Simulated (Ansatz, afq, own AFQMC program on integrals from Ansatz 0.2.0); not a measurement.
# SiH (doublet): AFQMC on the coupled-cluster ladder at distance Si1–H2 = 1.532 Å, cc-pVTZ, part 1 of 2

How near does AFQMC come to the top of the ladder for SiH (doublet)?

The runs use Ansatz 0.2.0, Gaussian basis, and an in-house AFQMC program (afq) on its integrals; all values are calculated; cc-pVTZ, frozen cores.

Plan: Full CI; PBE (unrestricted); CCSD(T) on UHF; r2SCAN (unrestricted); PBE0 (unrestricted); B3LYP (unrestricted); Full CI; wB97M-V (unrestricted); B2PLYP (unrestricted); Full CI (quartet); CCSDT(Q) on UHF; CCSDTQ on UHF; Phaseless AFQMC, CISD trial on UHF; Phaseless AFQMC, single-determinant trial on UHF; Free-projection AFQMC, CISD trial on UHF.

2 further runs of the same task are left out: 1 for a known fault of the program, 1 that didn't finish.

## Step 1: The system

The geometry derives from a PBE0/def2-TZVP stationary point (not a proven minimum). One bond is set to the value named and the two fragments are kept rigid.

2 atoms, charge 0, spin multiplicity 2.

Atoms are counted from 1 here; the program's logs count them from 0.

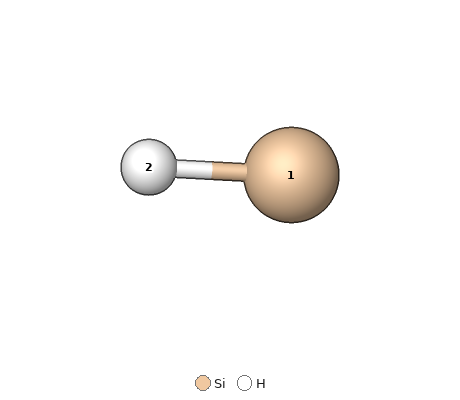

The structure; silicon light orange, hydrogen white; atoms are numbered from 1 in the order of the file.

Coordinates:

```csv
atom,x (Å),y (Å),z (Å)
Si1,0.0000,0.0000,0.0000
H2,0.0000,0.0000,1.5317
```

## Step 2: Full CI

The input, in.yaml:

```yaml
crystal:
  periodic: [false, false, false]
  atoms:
    - {symbol: Si, position_ang: [0.000000, 0.000000, 0.000000]}
    - {symbol: H, position_ang: [0.000000, 0.000000, 1.531705]}
basis:
  gaussian: {orbitals: cc-pVTZ}
magnetization: {spin_polarized: false, initial_magnetization: 1}
correlation: {method: fci, electrons: outside_noble_gas}
```

The run is started by

```sh
ansatz run in.yaml --threads 1 --pin off --events-out ev --progress --plain --max-ram 16896MiB --backend cuda --devices 0, --max-vram 18GiB
```

The log of the run:

```text
Functional definition: HF
  name "HF"
  cite "Fock, Z. Phys. 61, 126 (1930) doi:10.1007/BF01340294"
  parent pbe
  exchange = exact_x
  correlation = 0
521 factors; integrals over basis functions are off by at most 2.2e-7 eV
mean field evaluation 1: about -7875.5967 eV, gradient 6.3e0 eV
mean field evaluation 2: about -7875.5973 eV, gradient 6.3e0 eV
mean field evaluation 4: about -7875.8975 eV, gradient 5.0e-1 eV
mean field evaluation 8: about -7875.8988 eV, gradient 2.5e-4 eV
mean field evaluation 16: about -7875.8988 eV, gradient 1.1e-6 eV
mean field -7875.89879012 eV, -289.4339420611 hartree, gradient 2.5e-6 eV, S^2 0.750000; 2 other end points of the search recorded, 0 dependent functions left out
mean field evaluation 32: about -7876.0330 eV, gradient 1.9e-4 eV
5 core orbitals not correlated: weight in the atoms' cores, before any rotation towards them, 1.000 or more for the frozen orbitals, at most 0.000 for the correlated occupied ones
reference -7875.89879012 eV, -289.4339420611 hartree; 3, 2 occupied and 40, 41 virtual orbitals, 521 factors
state -7878.98587960 eV, -289.5473905069 hartree
Total energy: -7878.98587960 eV, -289.5473905069 hartree
```

Wall time 2.9 s (1 × NVIDIA H100 80GB HBM3 with 1 thread of AMD EPYC 7R13 (Zen 3), shared host); peak host memory 1.5 GiB.

From the report: 2,785,730 determinants, symmetry B1.

## Step 3: PBE (unrestricted)

The input, in.yaml:

```yaml
crystal:
  periodic: [false, false, false]
  atoms:
    - {symbol: Si, position_ang: [0.000000, 0.000000, 0.000000]}
    - {symbol: H, position_ang: [0.000000, 0.000000, 1.531705]}
basis:
  gaussian: {orbitals: cc-pVTZ}
magnetization: {spin_polarized: true, initial_magnetization: 1}
hamiltonian: {xc: {name: PBE}}
output: {orbitals: {seedname: orbitals}}
```

The run is started by

```sh
ansatz run in.yaml --threads 1 --pin off --events-out ev --progress --plain --max-ram 5632MiB --backend cpu
```

The log of the run:

```text
Functional definition: PBE
  name "PBE"
  cite "Perdew, Burke & Ernzerhof, Phys. Rev. Lett. 77, 3865 (1996) doi:10.1103/PhysRevLett.77.3865"
  parent pbe
  parameter kappa = 0.804
  parameter beta = 0.06672455060314922
  exchange = pbe_x(kappa = kappa, mu = beta*pi^2/3)
  correlation = pbe_c(beta = beta)
335 factors; their error is unknown
mean field evaluation 1: about -7886.4422 eV, gradient 7.8e0 eV
mean field evaluation 2: about -7886.6471 eV, gradient 5.6e0 eV
mean field evaluation 4: about -7886.9747 eV, gradient 2.5e-1 eV
mean field evaluation 8: about -7886.9533 eV, gradient 2.0e-3 eV
mean field evaluation 16: about -7886.8248 eV, gradient 3.2e0 eV
mean field evaluation 32: about -7886.9533 eV, gradient 3.0e-5 eV
mean field -7886.95329892 eV, -289.8401877665 hartree, gradient 3.0e-5 eV, S^2 0.755266; 4 other end points of the search recorded, 0 dependent functions left out
reference -7886.95332448 eV, -289.8401887057 hartree; 8, 7 occupied and 40, 41 virtual orbitals, 335 factors
Total energy: -7886.95332448 eV, -289.8401887057 hartree
```

It took 0.52 s on 1 thread of AMD EPYC 7R13 (Zen 3), shared host; peak memory 1.5 GiB.

From the report: ⟨S²⟩ of the determinant 0.755 (pure doublet: 0.75).

## Step 4: CCSD(T) on UHF

Edit in.yaml of step 3 so:

```diff
@@ -8,3 +8,2 @@
 magnetization: {spin_polarized: true, initial_magnetization: 1}
-hamiltonian: {xc: {name: PBE}}
-output: {orbitals: {seedname: orbitals}}
+correlation: {method: ccsd_t, electrons: outside_noble_gas, hamiltonian_folder: ham}
```

The run is started by

```sh
ansatz run in.yaml --threads 1 --pin off --events-out ev --progress --plain --max-ram 16896MiB --backend cuda --devices 0, --max-vram 18GiB
```

The log of the run (excerpt; [...] marks lines left out):

```text
Functional definition: HF
  name "HF"
  cite "Fock, Z. Phys. 61, 126 (1930) doi:10.1007/BF01340294"
  parent pbe
[...]
280 factors; integrals over basis functions are off by at most 7.7e-4 eV
[...]
mean field -7876.03313602 eV, -289.4388791816 hartree, gradient 1.1e-6 eV, S^2 0.788591; 9 other end points of the search recorded, 0 dependent functions left out
determinant -7876.03313602 eV, -289.4388791816 hartree, with singles and doubles -7878.94456333 eV, -289.5458721619 hartree
determinant -7873.80281431 eV, -289.3569163706 hartree, with singles and doubles -7876.53169878 eV, -289.4572010254 hartree
determinant -7873.72103479 eV, -289.3539110287 hartree, with singles and doubles -7876.37581503 eV, -289.4514724031 hartree
determinant -7876.03298278 eV, -289.4388735502 hartree, with singles and doubles -7878.94776075 eV, -289.5459896648 hartree
determinant -7876.03313602 eV, -289.4388791816 hartree, with singles and doubles -7878.88010241 eV, -289.5435032669 hartree
determinant -7876.03298278 eV, -289.4388735502 hartree, with singles and doubles -7878.88066155 eV, -289.5435238149 hartree
5 core orbitals not correlated: weight in the atoms' cores, before any rotation towards them, 1.000 or more for the frozen orbitals, at most 0.000 for the correlated occupied ones
reference -7876.03298278 eV, -289.4388735502 hartree; 3, 2 occupied and 40, 41 virtual orbitals, 280 factors
second order -2.19281012 eV of doubles, -0.00000000 eV of singles
cycle   1  -2.84767755 eV  change    1.2e-6 eV  update   1.8e-6
perturbative correction -0.08194231 eV, -0.0030113242 hartree
Total energy: -7878.96260264 eV, -289.5465350942 hartree
```

It took 1.8 s on 1 × NVIDIA H100 80GB HBM3 with 1 thread of AMD EPYC 7R13 (Zen 3), shared host; peak host memory 1.5 GiB.

From the report: ⟨S²⟩ of the determinant 0.772 (pure doublet: 0.75); correlation -2.9296 eV; T1 0.019; largest double amplitude 0.08.

This run also writes the integrals to the folder ham.

## Step 5: r2SCAN (unrestricted)

Edit in.yaml of step 4 so:

```diff
@@ -8,2 +8,2 @@
 magnetization: {spin_polarized: true, initial_magnetization: 1}
-correlation: {method: ccsd_t, electrons: outside_noble_gas, hamiltonian_folder: ham}
+hamiltonian: {xc: {name: r2SCAN}}
```

The run is started by

```sh
ansatz run in.yaml --threads 1 --pin off --events-out ev --progress --plain --max-ram 5632MiB --backend cpu
```

The log of the run:

```text
Functional definition: r2SCAN
  name "r2SCAN"
  cite "Furness, Kaplan, Ning, Perdew & Sun, J. Phys. Chem. Lett. 11, 8208 (2020) doi:10.1021/acs.jpclett.0c02405"
  cite "Furness, Kaplan, Ning, Perdew & Sun, J. Phys. Chem. Lett. 11, 9248 (2020) doi:10.1021/acs.jpclett.0c03077"
  parent r2scan
  parameter k0 = 0.174
  parameter k1 = 0.065
  parameter a1 = 4.9479
  exchange = r2scan_x(k0 = k0, k1 = k1, a1 = a1)
  correlation = r2scan_c
335 factors; their error is unknown
mean field evaluation 1: about -7889.8561 eV, gradient 6.6e0 eV
mean field evaluation 2: about -7890.0860 eV, gradient 4.0e0 eV
mean field evaluation 4: about -7890.2494 eV, gradient 2.3e-1 eV
mean field evaluation 8: about -7890.2271 eV, gradient 1.2e-3 eV
mean field evaluation 16: about -7890.2271 eV, gradient 2.0e-5 eV
mean field evaluation 32: about -7890.2271 eV, gradient 2.0e-5 eV
mean field -7890.22707421 eV, -289.9604967893 hartree, gradient 2.0e-5 eV, S^2 0.760401; 2 other end points of the search recorded, 0 dependent functions left out
reference -7890.22708357 eV, -289.9604971333 hartree; 8, 7 occupied and 40, 41 virtual orbitals, 335 factors
Total energy: -7890.22708357 eV, -289.9604971333 hartree
```

It took 1.6 s on 1 thread of AMD EPYC 7R13 (Zen 3), shared host; peak memory 1.5 GiB.

From the report: ⟨S²⟩ of the determinant 0.760 (pure doublet: 0.75).

## Step 6: PBE0 (unrestricted)

Edit in.yaml of step 5 so:

```diff
@@ -8,2 +8,3 @@
 magnetization: {spin_polarized: true, initial_magnetization: 1}
-hamiltonian: {xc: {name: r2SCAN}}
+hamiltonian: {xc: {name: PBE0}}
+output: {orbitals: {seedname: orbitals}}
```

Same command.

The log of the run:

```text
Functional definition: PBE0
  name "PBE0"
  cite "Adamo & Barone, J. Chem. Phys. 110, 6158 (1999) doi:10.1063/1.478522"
  cite "Perdew, Burke & Ernzerhof, Phys. Rev. Lett. 77, 3865 (1996) doi:10.1103/PhysRevLett.77.3865"
  parent pbe
  parameter a = 0.25
  parameter kappa = 0.804
  parameter beta = 0.06672455060314922
  exchange = (1 - a)*pbe_x(kappa = kappa, mu = beta*pi^2/3) + a*exact_x
  correlation = pbe_c(beta = beta)
344 factors; their error is unknown
mean field evaluation 1: about -7887.3903 eV, gradient 5.7e0 eV
mean field evaluation 2: about -7887.6150 eV, gradient 2.5e0 eV
mean field evaluation 4: about -7887.6808 eV, gradient 1.3e-1 eV
mean field evaluation 8: about -7887.7147 eV, gradient 9.1e-3 eV
mean field evaluation 16: about -7886.7093 eV, gradient 4.2e0 eV
mean field -7887.71465614 eV, -289.8681671280 hartree, gradient 2.4e-5 eV, S^2 0.757265; 1 other end points of the search recorded, 0 dependent functions left out
reference -7887.71467533 eV, -289.8681678334 hartree; 8, 7 occupied and 40, 41 virtual orbitals, 344 factors
Total energy: -7887.71467533 eV, -289.8681678334 hartree
```

Run time: 0.49 s. Hardware: 1 thread of AMD EPYC 7R13 (Zen 3), shared host; peak memory 1.5 GiB.

From the report: ⟨S²⟩ of the determinant 0.757 (pure doublet: 0.75).

## Step 7: B3LYP (unrestricted)

Edit in.yaml of step 6 so:

```diff
@@ -8,3 +8,2 @@
 magnetization: {spin_polarized: true, initial_magnetization: 1}
-hamiltonian: {xc: {name: PBE0}}
-output: {orbitals: {seedname: orbitals}}
+hamiltonian: {xc: {name: B3LYP}}
```

Launched as before.

The log of the run (excerpt; [...] marks lines left out):

```text
Functional definition: B3LYP
  name "B3LYP"
  cite "Stephens, Devlin, Chabalowski & Frisch, J. Phys. Chem. 98, 11623 (1994) doi:10.1021/j100096a001"
  cite "Becke, Phys. Rev. A 38, 3098 (1988) doi:10.1103/PhysRevA.38.3098"
  cite "Lee, Yang & Parr, Phys. Rev. B 37, 785 (1988) doi:10.1103/PhysRevB.37.785"
  cite "Vosko, Wilk & Nusair, Can. J. Phys. 58, 1200 (1980) doi:10.1139/p80-159"
[...]
344 factors; their error is unknown
[...]
mean field -7891.76860590 eV, -290.0171470340 hartree, gradient 1.8e-5 eV, S^2 0.754960; 2 other end points of the search recorded, 0 dependent functions left out
reference -7891.76876955 eV, -290.0171530480 hartree; 8, 7 occupied and 40, 41 virtual orbitals, 344 factors
Total energy: -7891.76876955 eV, -290.0171530480 hartree
```

Wall time 0.61 s (1 thread of AMD EPYC 7R13 (Zen 3), shared host); peak memory 1.5 GiB.

From the report: ⟨S²⟩ of the determinant 0.755 (pure doublet: 0.75).

## Step 8: Full CI

The input, in.yaml:

```yaml
hamiltonian:
  integrals:
    folder: ../ham
correlation: {method: fci}
```

The run is started by

```sh
ansatz run in.yaml --threads 1 --pin off --events-out ev --progress --plain --max-ram 16896MiB --backend cuda --devices 0, --max-vram 18GiB
```

The log of the run:

```text
Functional definition: HF
  name "HF"
  cite "Fock, Z. Phys. 61, 126 (1930) doi:10.1007/BF01340294"
  parent pbe
  exchange = exact_x
  correlation = 0
reference -7876.03298278 eV, -289.4388735502 hartree; 3, 2 occupied and 40, 41 virtual orbitals, 280 factors
state -7878.98662543 eV, -289.5474179155 hartree
Total energy: -7878.98662543 eV, -289.5474179155 hartree
```

It took 2.6 s on 1 × NVIDIA H100 80GB HBM3 with 1 thread of AMD EPYC 7R13 (Zen 3), shared host; peak host memory 1.5 GiB.

From the report: 2,785,730 determinants.

## Step 9: wB97M-V (unrestricted)

The input, in.yaml:

```yaml
crystal:
  periodic: [false, false, false]
  atoms:
    - {symbol: Si, position_ang: [0.000000, 0.000000, 0.000000]}
    - {symbol: H, position_ang: [0.000000, 0.000000, 1.531705]}
basis:
  gaussian: {orbitals: cc-pVTZ}
magnetization: {spin_polarized: true, initial_magnetization: 1}
hamiltonian: {xc: {name: wB97M-V}}
output: {orbitals: {seedname: orbitals}}
```

The run is started by

```sh
ansatz run in.yaml --threads 1 --pin off --events-out ev --progress --plain --max-ram 5632MiB --backend cpu
```

The log of the run (excerpt; [...] marks lines left out):

```text
Functional definition: wB97M-V
  name "wB97M-V"
  cite "Mardirossian & Head-Gordon, J. Chem. Phys. 144, 214110 (2016) doi:10.1063/1.4952647"
  cite "Becke, J. Chem. Phys. 107, 8554 (1997) doi:10.1063/1.475007"
  cite "Vydrov & Van Voorhis, J. Chem. Phys. 133, 244103 (2010) doi:10.1063/1.3521275"
  # Of w^i u^j: cxij and so on, Table III.
[...]
  gx(w, u) = 1 - cx + cx01*u + cx10*w
  gss(w, u) = css00 + css04*u^4 + css10*w + css20*w^2 + css43*w^4*u^3
  gos(w, u) = cos00 + cos10*w + (cos20 + cos21*u)*w^2 + (cos60 + cos61*u)*w^6
[...]
      + integral(e_c_pw_mod_opposite_spin*gos(b97_w_opposite, b97_u_opposite)) + vv10(b, c)
344 factors; their error is unknown
73 factors; integrals over basis functions are off by at most 1.4e-4 eV
[...]
mean field -7890.47126332 eV, -289.9694705733 hartree, gradient 2.0e-5 eV, S^2 0.751895; 0 other end points of the search recorded, 0 dependent functions left out
reference -7890.47129161 eV, -289.9694716131 hartree; 8, 7 occupied and 40, 41 virtual orbitals, 344 factors
Total energy: -7890.47129161 eV, -289.9694716131 hartree
```

It took 1.3 s on 1 thread of AMD EPYC 7R13 (Zen 3), shared host; peak memory 1.5 GiB.

From the report: ⟨S²⟩ of the determinant 0.752 (pure doublet: 0.75).

## Step 10: B2PLYP (unrestricted)

Edit in.yaml of step 9 so:

```diff
@@ -8,3 +8,3 @@
 magnetization: {spin_polarized: true, initial_magnetization: 1}
-hamiltonian: {xc: {name: wB97M-V}}
-output: {orbitals: {seedname: orbitals}}
+hamiltonian: {xc: {name: B2PLYP}}
+correlation: {electrons: outside_noble_gas}
```

Launched as before.

The log of the run (excerpt; [...] marks lines left out):

```text
Functional definition: B2PLYP
  name "B2PLYP"
  cite "Grimme, J. Chem. Phys. 124, 034108 (2006) doi:10.1063/1.2148954"
  cite "Becke, Phys. Rev. A 38, 3098 (1988) doi:10.1103/PhysRevA.38.3098"
  cite "Lee, Yang & Parr, Phys. Rev. B 37, 785 (1988) doi:10.1103/PhysRevB.37.785"
[...]
280 factors; integrals over basis functions are off by at most 7.7e-4 eV
[...]
mean field -7887.08134138 eV, -289.8448932401 hartree, gradient 6.8e-6 eV, S^2 0.759346; 2 other end points of the search recorded, 0 dependent functions left out
5 core orbitals not correlated: weight in the atoms' cores, before any rotation towards them, 1.000 or more for the frozen orbitals, at most 0.000 for the correlated occupied ones
reference -7887.08144523 eV, -289.8448970562 hartree; 3, 2 occupied and 40, 41 virtual orbitals, 280 factors
second order -2.80668503 eV of doubles, -0.00000000 eV of singles
Total energy: -7887.83925018 eV, -289.8727458747 hartree
```

Wall time 0.64 s (1 thread of AMD EPYC 7R13 (Zen 3), shared host); peak memory 1.5 GiB.

From the report: ⟨S²⟩ of the determinant 0.759 (pure doublet: 0.75).

## Step 11: Full CI (quartet)

The input, in.yaml:

```yaml
crystal:
  periodic: [false, false, false]
  atoms:
    - {symbol: Si, position_ang: [0.000000, 0.000000, 0.000000]}
    - {symbol: H, position_ang: [0.000000, 0.000000, 1.531705]}
basis:
  gaussian: {orbitals: cc-pVTZ}
magnetization: {spin_polarized: false, initial_magnetization: 3}
correlation: {method: fci, electrons: outside_noble_gas}
```

The run is started by

```sh
ansatz run in.yaml --threads 1 --pin off --events-out ev --progress --plain --max-ram 16896MiB --backend cuda --devices 0, --max-vram 18GiB
```

The log of the run:

```text
Functional definition: HF
  name "HF"
  cite "Fock, Z. Phys. 61, 126 (1930) doi:10.1007/BF01340294"
  parent pbe
  exchange = exact_x
  correlation = 0
521 factors; integrals over basis functions are off by at most 2.2e-7 eV
mean field evaluation 1: about -7874.1310 eV, gradient 6.4e0 eV
mean field evaluation 2: about -7874.1317 eV, gradient 6.4e0 eV
mean field evaluation 4: about -7874.9203 eV, gradient 1.4e0 eV
mean field evaluation 8: about -7875.0061 eV, gradient 1.7e-4 eV
mean field -7875.00607053 eV, -289.4011352210 hartree, gradient 2.6e-6 eV, S^2 3.750000; 0 other end points of the search recorded, 0 dependent functions left out
mean field evaluation 16: about -7874.9732 eV, gradient 1.2e0 eV
5 core orbitals not correlated: weight in the atoms' cores, before any rotation towards them, 1.000 or more for the frozen orbitals, at most 0.000 for the correlated occupied ones
reference -7875.00607053 eV, -289.4011352210 hartree; 4, 1 occupied and 39, 42 virtual orbitals, 521 factors
state -7877.33014250 eV, -289.4865432906 hartree
Total energy: -7877.33014250 eV, -289.4865432906 hartree
```

Wall time 5.5 s (1 × NVIDIA H100 80GB HBM3 with 1 thread of AMD EPYC 7R13 (Zen 3), shared host); peak host memory 1.5 GiB.

From the report: 1,326,860 determinants, symmetry A2.

## Step 12: CCSDT(Q) on UHF

The input, in.yaml:

```yaml
crystal:
  periodic: [false, false, false]
  atoms:
    - {symbol: Si, position_ang: [0.000000, 0.000000, 0.000000]}
    - {symbol: H, position_ang: [0.000000, 0.000000, 1.531705]}
basis:
  gaussian: {orbitals: cc-pVTZ}
magnetization: {spin_polarized: true, initial_magnetization: 1}
correlation: {method: ccsdt_q, electrons: outside_noble_gas}
```

Same command.

The log of the run (excerpt; [...] marks lines left out):

```text
Functional definition: HF
  name "HF"
  cite "Fock, Z. Phys. 61, 126 (1930) doi:10.1007/BF01340294"
  parent pbe
[...]
521 factors; integrals over basis functions are off by at most 2.2e-7 eV
[...]
mean field -7876.03313941 eV, -289.4388793063 hartree, gradient 1.5e-7 eV, S^2 0.788593; 9 other end points of the search recorded, 0 dependent functions left out
determinant -7876.03313941 eV, -289.4388793063 hartree, with singles and doubles -7878.94457562 eV, -289.5458726136 hartree
determinant -7873.80281791 eV, -289.3569165031 hartree, with singles and doubles -7876.53170552 eV, -289.4572012728 hartree
determinant -7873.72103590 eV, -289.3539110694 hartree, with singles and doubles -7876.37582059 eV, -289.4514726076 hartree
determinant -7876.03298616 eV, -289.4388736744 hartree, with singles and doubles -7878.94777291 eV, -289.5459901118 hartree
determinant -7876.03313941 eV, -289.4388793063 hartree, with singles and doubles -7878.88010312 eV, -289.5435032930 hartree
determinant -7876.03298616 eV, -289.4388736744 hartree, with singles and doubles -7878.88066244 eV, -289.5435238476 hartree
5 core orbitals not correlated: weight in the atoms' cores, before any rotation towards them, 1.000 or more for the frozen orbitals, at most 0.000 for the correlated occupied ones
reference -7876.03298616 eV, -289.4388736744 hartree; 3, 2 occupied and 40, 41 virtual orbitals, 521 factors
second order -2.19282189 eV of doubles, -0.00000000 eV of singles
cycle   1  -2.62114080 eV  change   -4.3e-1 eV  update   6.7e-2
[...]
cycle  14  -2.95111264 eV  change    1.5e-7 eV  update   1.7e-7
perturbative correction -0.00216528 eV, -0.0000795724 hartree
Total energy: -7878.98626407 eV, -289.5474046359 hartree
```

Run time: 2.6 s. Hardware: 1 × NVIDIA H100 80GB HBM3 with 1 thread of AMD EPYC 7R13 (Zen 3), shared host; peak host memory 1.5 GiB.

From the report: ⟨S²⟩ of the determinant 0.772 (pure doublet: 0.75); correlation -2.9533 eV; T1 0.019; largest double amplitude 0.08.

## Step 13: CCSDTQ on UHF

Edit in.yaml of step 12 so:

```diff
@@ -8,2 +8,2 @@
 magnetization: {spin_polarized: true, initial_magnetization: 1}
-correlation: {method: ccsdt_q, electrons: outside_noble_gas}
+correlation: {method: ccsdtq, electrons: outside_noble_gas}
```

Launched as before.

The log of the run (excerpt; [...] marks lines left out):

```text
Functional definition: HF
  name "HF"
  cite "Fock, Z. Phys. 61, 126 (1930) doi:10.1007/BF01340294"
  parent pbe
[...]
521 factors; integrals over basis functions are off by at most 2.2e-7 eV
[...]
mean field -7876.03313941 eV, -289.4388793063 hartree, gradient 1.5e-7 eV, S^2 0.788593; 9 other end points of the search recorded, 0 dependent functions left out
determinant -7876.03313941 eV, -289.4388793063 hartree, with singles and doubles -7878.94457562 eV, -289.5458726136 hartree
determinant -7873.80281791 eV, -289.3569165031 hartree, with singles and doubles -7876.53170552 eV, -289.4572012728 hartree
determinant -7873.72103590 eV, -289.3539110694 hartree, with singles and doubles -7876.37582059 eV, -289.4514726076 hartree
determinant -7876.03298616 eV, -289.4388736744 hartree, with singles and doubles -7878.94777291 eV, -289.5459901118 hartree
determinant -7876.03313941 eV, -289.4388793063 hartree, with singles and doubles -7878.88010312 eV, -289.5435032930 hartree
determinant -7876.03298616 eV, -289.4388736744 hartree, with singles and doubles -7878.88066244 eV, -289.5435238476 hartree
5 core orbitals not correlated: weight in the atoms' cores, before any rotation towards them, 1.000 or more for the frozen orbitals, at most 0.000 for the correlated occupied ones
reference -7876.03298616 eV, -289.4388736744 hartree; 3, 2 occupied and 40, 41 virtual orbitals, 521 factors
second order -2.19282189 eV of doubles, -0.00000000 eV of singles
cycle   1  -2.62114080 eV  change   -4.3e-1 eV  update   6.7e-2
[...]
cycle  14  -2.95362080 eV  change    3.6e-7 eV  update   4.9e-7
Total energy: -7878.98660696 eV, -289.5474172369 hartree
```

Wall time 5.5 s (1 × NVIDIA H100 80GB HBM3 with 1 thread of AMD EPYC 7R13 (Zen 3), shared host); peak host memory 1.5 GiB.

From the report: ⟨S²⟩ of the determinant 0.772 (pure doublet: 0.75); correlation -2.9536 eV; T1 0.019; largest double amplitude 0.08.

(Continued in part 2 of 2.)
